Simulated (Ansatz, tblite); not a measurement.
# The cluster Ge5H7+: charged states by level of theory

Aim: the energy of adding an electron for the cluster Ge5H7+, by energy differences, and how well orbital energies stand in for it.

The runs use Ansatz 0.2.0, Gaussian basis; as each input shows.

Plan: charge 0 doublet, at the geometry of the singlet (PBE0-D4/def2-TZVP, PBE-D4/def2-TZVP, r2SCANh-D4/def2-TZVP); the starting singlet's energies come from earlier runs.

2 further runs of the same task are left out: 2 set aside as unsound or not needed.

## (1) The geometry

The singlet was relaxed beforehand with r2SCAN-D4/def2-SVP. At that level it is the lowest of the isomers that a small search found.

12 atoms, charge 1, spin multiplicity 1.

Atoms are counted from 1 here; the program's logs count them from 0.

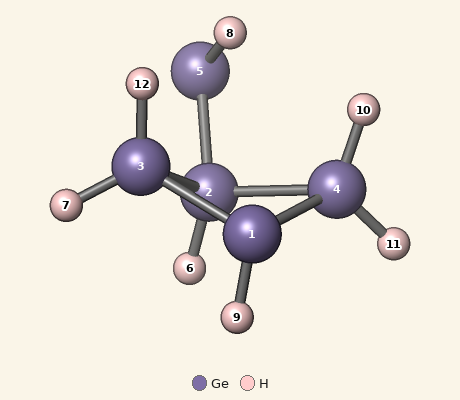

The geometry (germanium purple, hydrogen pink); atoms are numbered from 1 in the order of the file.

The ion is computed in the gas phase, without counter-ions or solvent.

## (2) Charge 0 doublet at the fixed geometry, PBE0-D4/def2-TZVP

Contents of in.yaml:

```yaml
crystal:
  periodic: [false, false, false]
  atoms:
    - {symbol: Ge, position_ang: [1.199572, -0.025650, 1.528817]}
    - {symbol: Ge, position_ang: [-1.078146, 0.456753, -0.176566]}
    - {symbol: Ge, position_ang: [1.212006, 1.447418, -0.375018]}
    - {symbol: Ge, position_ang: [-0.346756, -1.723534, 0.807283]}
    - {symbol: Ge, position_ang: [-1.571377, -0.127214, -2.525195]}
    - {symbol: H, position_ang: [-1.972477, 1.257601, 0.773759]}
    - {symbol: H, position_ang: [1.339533, 2.947087, -0.122045]}
    - {symbol: H, position_ang: [-0.167348, -0.872132, -2.586650]}
    - {symbol: H, position_ang: [0.539212, 0.738710, 2.703653]}
    - {symbol: H, position_ang: [0.171665, -2.665211, -0.274824]}
    - {symbol: H, position_ang: [-1.260734, -2.351304, 1.856102]}
    - {symbol: H, position_ang: [1.934859, 0.917476, -1.609306]}
basis:
  gaussian: {orbitals: def2-TZVP}
magnetization: {spin_polarized: true, initial_magnetization: 1}
hamiltonian: {xc: pbe0, dispersion: d4}
scf: {omitted_lower_state_checks: [starts]}
output: {orbitals: {seedname: orbitals}}
```

Started as:

```console
$ ansatz run in.yaml --threads 4 --pin off --events-out ev --progress --plain --max-ram 8704MiB
```

The program printed:

```text
Functional definition: PBE0
  name "PBE0"
  cite "Adamo & Barone, J. Chem. Phys. 110, 6158 (1999) doi:10.1063/1.478522"
  cite "Perdew, Burke & Ernzerhof, Phys. Rev. Lett. 77, 3865 (1996) doi:10.1103/PhysRevLett.77.3865"
  parent pbe
  parameter a = 0.25
  parameter kappa = 0.804
  parameter beta = 0.06672455060314922
  exchange = (1 - a)*pbe_x(kappa = kappa, mu = beta*pi^2/3) + a*exact_x
  correlation = pbe_c(beta = beta)
these checks for a lower state are left out or cut short: starts
1976 factors; integrals over basis functions are off by at most 1.1e-3 eV
mean field evaluation 1: about -282667.3032 eV, gradient 2.2e1 eV
mean field evaluation 2: about -282665.5014 eV, gradient 2.6e1 eV
mean field evaluation 4: about -282668.5400 eV, gradient 1.5e0 eV
mean field evaluation 8: about -282668.6364 eV, gradient 4.6e-1 eV
mean field evaluation 16: about -282668.6515 eV, gradient 1.2e-1 eV
mean field evaluation 32: about -282668.6563 eV, gradient 7.2e-3 eV
mean field -282668.65634310 eV, -10387.8815209121 hartree, gradient 9.1e-6 eV, S^2 0.800982; 0 other end points of the search recorded, 0 dependent functions left out
reference -282668.65638101 eV, -10387.8815223054 hartree; 84, 83 occupied and 198, 199 virtual orbitals, 1976 factors
Total energy: -282669.06977639 eV, -10387.8967143054 hartree
Checks for a lower state left out: starts
```

Run time: 45 s. Hardware: 4 threads of Intel Xeon Platinum 8259CL at 2.50GHz, shared host; peak memory 1.9 GiB.

Report: HOMO -4.35 eV, LUMO -3.04 eV (over both spins); ⟨S²⟩ 0.801 (pure: 0.75).

## (3) Charge 0 doublet at the fixed geometry, PBE-D4/def2-TZVP

start.molden holds the orbitals of an earlier run on this state, given as this run's starting guess.

in.yaml: that of step 2 with these lines changed.

```diff
@@ -16,5 +16,5 @@
 basis:
-  gaussian: {orbitals: def2-TZVP}
+  gaussian: {orbitals: def2-TZVP, initial_orbitals: start.molden}
 magnetization: {spin_polarized: true, initial_magnetization: 1}
-hamiltonian: {xc: pbe0, dispersion: d4}
+hamiltonian: {xc: pbe, dispersion: d4}
 scf: {omitted_lower_state_checks: [starts]}
```

The command is unchanged.

The program printed:

```text
Functional definition: PBE
  name "PBE"
  cite "Perdew, Burke & Ernzerhof, Phys. Rev. Lett. 77, 3865 (1996) doi:10.1103/PhysRevLett.77.3865"
  parent pbe
  parameter kappa = 0.804
  parameter beta = 0.06672455060314922
  exchange = pbe_x(kappa = kappa, mu = beta*pi^2/3)
  correlation = pbe_c(beta = beta)
these checks for a lower state are left out or cut short: starts
2098 factors; their error is unknown
mean field evaluation 1: about -282661.2108 eV, gradient 1.3e1 eV
mean field evaluation 2: about -282661.4786 eV, gradient 3.8e-1 eV
mean field evaluation 4: about -282661.4275 eV, gradient 1.0e-1 eV
mean field evaluation 8: about -282661.4280 eV, gradient 1.2e-4 eV
mean field evaluation 16: about -282661.4280 eV, gradient 1.1e-5 eV
mean field -282661.42801568 eV, -10387.6158847789 hartree, gradient 1.1e-5 eV, S^2 0.756534; 0 other end points of the search recorded, 0 dependent functions left out
reference -282661.42806602 eV, -10387.6158866288 hartree; 84, 83 occupied and 198, 199 virtual orbitals, 2098 factors
Total energy: -282661.90124419 eV, -10387.6332756059 hartree
Checks for a lower state left out: starts
```

It took 12 s on 4 threads of Intel Xeon Platinum 8259CL at 2.50GHz, shared host; peak memory 0.75 GiB.

HOMO -3.62 eV, LUMO -3.51 eV (over both spins); ⟨S²⟩ 0.757 (pure: 0.75).

## (4) Charge 0 doublet at the fixed geometry, r2SCANh-D4/def2-TZVP

in.yaml: that of step 3 with these lines changed.

```diff
@@ -18,3 +18,3 @@
 magnetization: {spin_polarized: true, initial_magnetization: 1}
-hamiltonian: {xc: pbe, dispersion: d4}
+hamiltonian: {xc: {name: r2SCANh}, dispersion: d4}
 scf: {omitted_lower_state_checks: [starts]}
```

Same command.

The program printed, cut to the lines that bear on the results:

```text
Functional definition: r2SCANh
  name "r2SCANh"
  cite "Bursch, Neugebauer, Ehlert & Grimme, J. Chem. Phys. 156, 134105 (2022) doi:10.1063/5.0086040"
  cite "Furness, Kaplan, Ning, Perdew & Sun, J. Phys. Chem. Lett. 11, 8208 (2020) doi:10.1021/acs.jpclett.0c02405"
  cite "Furness, Kaplan, Ning, Perdew & Sun, J. Phys. Chem. Lett. 11, 9248 (2020) doi:10.1021/acs.jpclett.0c03077"
  parent r2scan
[...]
1976 factors; integrals over basis functions are off by at most 1.1e-3 eV
[...]
mean field -282702.10881151 eV, -10389.1108764513 hartree, gradient 2.5e-6 eV, S^2 0.763470; 0 other end points of the search recorded, 0 dependent functions left out
reference -282702.10882682 eV, -10389.1108770139 hartree; 84, 83 occupied and 198, 199 virtual orbitals, 1976 factors
Total energy: -282702.22982503 eV, -10389.1153236162 hartree
Checks for a lower state left out: starts
```

Run time: 1.7 min. Hardware: 4 threads of Intel Xeon Platinum 8259CL at 2.50GHz, shared host; peak memory 2.2 GiB.

From the report: HOMO -4.10 eV, LUMO -3.38 eV (over both spins); ⟨S²⟩ 0.763 (pure: 0.75).

## (5) Vertical electron affinity

Starting state less charged state (positive: the electron is bound), singlet to doublet; the starting state's energies are those of its earlier runs.

```
               level  vertical electron affinity (eV)   time
    PBE-D4/def2-TZVP                            +5.86   17 s
r2SCANh-D4/def2-TZVP                            +5.99  2 min
   PBE0-D4/def2-TZVP                            +5.86   68 s
```

Times add the two runs; a level without a time comes out of a correlated run.

Beside −ε(LUMO) of the starting state:

```
               level  −ε(LUMO) (eV)  by difference (eV)  mismatch (eV)
    PBE-D4/def2-TZVP           8.05                5.86          +2.20
r2SCANh-D4/def2-TZVP           7.68                5.99          +1.69
   PBE0-D4/def2-TZVP           7.26                5.86          +1.40
```

## (6) What came out

| quantity | value |
| --- | --- |
| vertical electron affinity, functionals in def2-TZVP | 5.86 (PBE-D4) to 5.99 eV (r2SCANh-D4) |

**Reading.** The vertical electron affinity spans 5.86 to 5.99 eV over the functionals. −ε(LUMO) misses the level's own difference by +1.40 eV at best (PBE0-D4) and +2.20 eV at worst (PBE-D4).
